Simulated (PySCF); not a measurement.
**One shape, several levels: N2H4 (SMILES NN)**

We compute a comparison of 5 runs (HF/STO-3G, B3LYP/6-31G*, TPSSh/6-31G**, CCSD/6-31G**) of N2H4. Input form: a Python script.

The calculation is run with PySCF 2.14.0.

**1. The structure to begin with**

The species is N2H4 (6 atoms), meant as a singlet with charge 0. As SMILES, `NN`. The shape is that of a PBE0-D4/def2-TZVP optimisation. This is one conformer, not always the lowest.

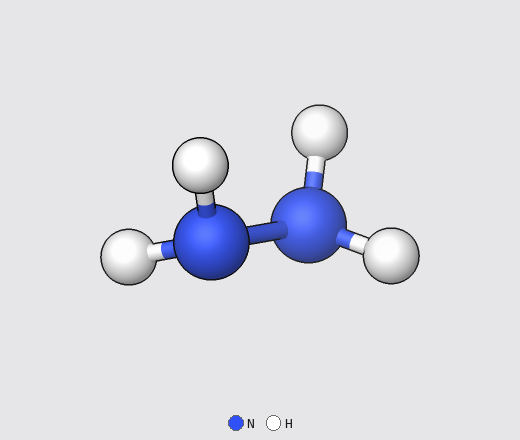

Viewed from a chosen angle; nitrogen blue, hydrogen white.

**2. Energy and forces at HF/STO-3G (run 1)**

File run.py:

```python
from pyscf import gto, scf

molecule = gto.M(
    atom=[
    ('N', (-0.135100, -0.701700, 0.195900)),
    ('N', (0.447300, 0.583800, 0.089900)),
    ('H', (-1.076200, -0.737600, -0.180500)),
    ('H', (0.438700, -1.352200, -0.322700)),
    ('H', (0.103900, 1.104700, -0.709700)),
    ('H', (0.221500, 1.102900, 0.927100)),
],
    charge=0,
    max_memory=1860,
    verbose=4,
    basis='sto-3g',
)

hf = scf.RHF(molecule)
hf.conv_tol = 1e-10
hf.kernel()
if not hf.converged:
    hf = hf.newton().run(hf.mo_coeff, hf.mo_occ)

e_tot = hf.e_tot
print('E = %.10f Eh' % e_tot)
grad = hf.nuc_grad_method().kernel()
dip = hf.dip_moment()
pop, q = hf.mulliken_pop()
```

The run is started by

```bash
OMP_NUM_THREADS=1 python run.py
```

The log of the run:

```text
PySCF version 2.14.0

[... 56 lines left out ...]
converged SCF energy = -109.743509956463
[... 13 lines left out ...]
Dipole moment(X, Y, Z, Debye): -1.48105,  0.55923, -1.35597
[... 21 lines left out ...]
charge of    5H =      0.17256
```

Wall time 1.2 s (1 thread of Arm Neoverse V1, shared host); peak memory 0.12 GiB.

**3. Energy and forces at B3LYP/6-31G(d) (spherical functions) (run 2)**

File job.py:

```python
from pyscf import gto, dft

mol = gto.Mole()
mol.atom = '''
N       -0.135100      -0.701700       0.195900
N        0.447300       0.583800       0.089900
H       -1.076200      -0.737600      -0.180500
H        0.438700      -1.352200      -0.322700
H        0.103900       1.104700      -0.709700
H        0.221500       1.102900       0.927100
'''
mol.basis = '6-31g*'
mol.verbose = 4
mol.spin = 0
mol.charge = 0
mol.max_memory = 1860
mol.build()

myscf = dft.RKS(mol, xc='b3lyp')
myscf.conv_tol = 1e-10
myscf.grids.level = 5
myscf.kernel()
if not myscf.converged:
    myscf = myscf.newton().run(myscf.mo_coeff, myscf.mo_occ)

e_tot = myscf.e_tot
print(f'total energy: {e_tot:.8f} hartree')
grad = myscf.nuc_grad_method().kernel()
myscf.analyze()
```

The run is started by

```bash
OMP_NUM_THREADS=1 python job.py
```

The log of the run:

```text
PySCF version 2.14.0

[... 71 lines left out ...]
total energy: -111.85374566 hartree
[... 19 lines left out ...]
DFT Exchange-Correlation Energy =      -15.347802355185379
[... 7 lines left out ...]
MO #6   energy= -0.48455291628719  occ= 2
[... 5 lines left out ...]
MO #12  energy= 0.158254946158608  occ= 0
[... 5 lines left out ...]
MO #18  energy= 0.726604375130505  occ= 0
[... 5 lines left out ...]
MO #24  energy= 0.973641155929167  occ= 0
[... 5 lines left out ...]
MO #30  energy= 1.99725442377459   occ= 0
[... 5 lines left out ...]
MO #36  energy= 2.67891571557998   occ= 0
[... 45 lines left out ...]
Dipole moment(X, Y, Z, Debye): -1.49325,  0.56383, -1.36713
```

Run time: 5.4 s. Hardware: 1 thread of Arm Neoverse V1, shared host; peak memory 0.41 GiB.

Runs 3 to 4 aren't shown in full; the table further down has their settings and results.

**4. The energy at CCSD/6-31G(d,p) (spherical functions) (run 5)**

File input.py:

```python
from pyscf import gto, scf, cc

mol = gto.Mole()
mol.atom = [
    ('N', (-0.135100, -0.701700, 0.195900)),
    ('N', (0.447300, 0.583800, 0.089900)),
    ('H', (-1.076200, -0.737600, -0.180500)),
    ('H', (0.438700, -1.352200, -0.322700)),
    ('H', (0.103900, 1.104700, -0.709700)),
    ('H', (0.221500, 1.102900, 0.927100)),
]
mol.charge = 0
mol.basis = '6-31g**'
mol.max_memory = 1860
mol.spin = 0
mol.verbose = 4
mol.build()

myscf = scf.RHF(mol)
myscf.conv_tol = 1e-10
myscf.kernel()
if not myscf.converged:
    myscf = myscf.newton().run(myscf.mo_coeff, myscf.mo_occ)

mycc = cc.CCSD(myscf, frozen=2)
mycc.kernel()
e_tot = mycc.e_tot
print('E(%s) = %.9f' % ('CCSD', e_tot))
dip = myscf.dip_moment()
pop, q = myscf.mulliken_pop()
```

The run is started by

```bash
OMP_NUM_THREADS=1 python input.py
```

The log of the run:

```text
PySCF version 2.14.0

[... 58 lines left out ...]
converged SCF energy = -111.182434262138
[... 12 lines left out ...]
Init t2, MP2 energy = -111.531221268281  E_corr(MP2) -0.348787006143902
[... 12 lines left out ...]
CCSD converged
[... 2 lines left out ...]
Dipole moment(X, Y, Z, Debye): -1.53935,  0.58124, -1.40935
[... 55 lines left out ...]
charge of    5H =      0.28247
```

Wall time 1.8 s (1 thread of Arm Neoverse V1, shared host); peak memory 0.14 GiB.

**5. The series**

```tsv
run	level	integration grid	Cartesian functions	energy (Eh)	dipole moment (D) of the reference	HOMO energy (eV)	LUMO energy (eV)	wall time
1	HF/STO-3G	–	no	-109.743510	2.08	-9.14	16.54	1.2 s
2	B3LYP/6-31G* (spherical functions)	5	no	-111.853746	2.10	-6.43	2.20	5.4 s
3	B3LYP/6-31G* (Cartesian functions)	5	yes	-111.856017	2.11	-6.44	2.17	5.4 s
4	TPSSh/6-31G** (spherical functions)	5	no	-111.864501	2.05	-5.88	2.28	11 s
5	CCSD/6-31G** (spherical functions)	–	no	-111.555310	2.17	-10.88	6.10	1.8 s
```

**6. What came out**

```
                                          quantity          value
                               run 5: total energy  -111.55531 Eh
       run 5: dipole moment (Hartree–Fock density)         2.17 D
        run 5: HOMO energy (Hartree–Fock orbitals)      -10.88 eV
        run 5: LUMO energy (Hartree–Fock orbitals)        6.10 eV
      run 5: HOMO–LUMO gap (Hartree–Fock orbitals)       16.98 eV
run 5: correlation energy (2 core orbitals frozen)     -372.9 mEh
                              run 5: T1 diagnostic          0.006
```

In words: Over runs 1, 2, 3, 4 the dipole moment (its size) runs from 2.05 D (TPSSh/6-31G**) to 2.11 D (B3LYP/6-31G*). The two ends differ in method and basis. Over runs 1, 2, 3, 4 the HOMO–LUMO gap runs from 8.16 eV (TPSSh/6-31G**) to 25.68 eV (HF/STO-3G). Totals of different functionals can't be ranked against each other. In run 1 the basis is minimal, so the values are rough. All runs together took 25 s, the longest 11 s.
